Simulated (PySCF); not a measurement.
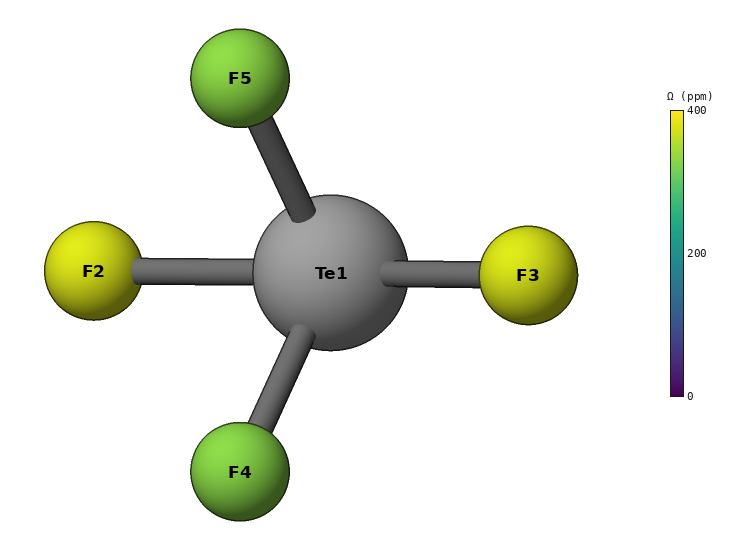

The F atoms are coloured by the span of their shielding tensor. Computed geometry: PBE0-D3(BJ)/def2-SVP optimisation. No frequency run is at hand to confirm it as a minimum. Properties computed with GIAO PBE0/pcSseg-1 (def2-TZVP on Te) NMR shielding, non-relativistic, gas phase, but for def2 core potentials on Te (PySCF 2.14.0). Principal shieldings σ11 ≤ σ22 ≤ σ33, span Ω = σ33 − σ11, skew κ = 3(σiso − σ22)/Ω.

**Which F atom has the most anisotropic shielding?**

F2, F3, with a span of 377 ppm.

Give the shielding tensors of the F atoms.

| atom | σ11 | σ22 | σ33 | σiso | Ω | κ |
| --- | --- | --- | --- | --- | --- | --- |
| F2, F3 | −53.8 | 87.1 | 322.8 | 118.7 | 376.6 | 0.25 |
| F4, F5 | 27.1 | 91.7 | 356.7 | 158.5 | 329.5 | 0.61 |

Shieldings and span in ppm.
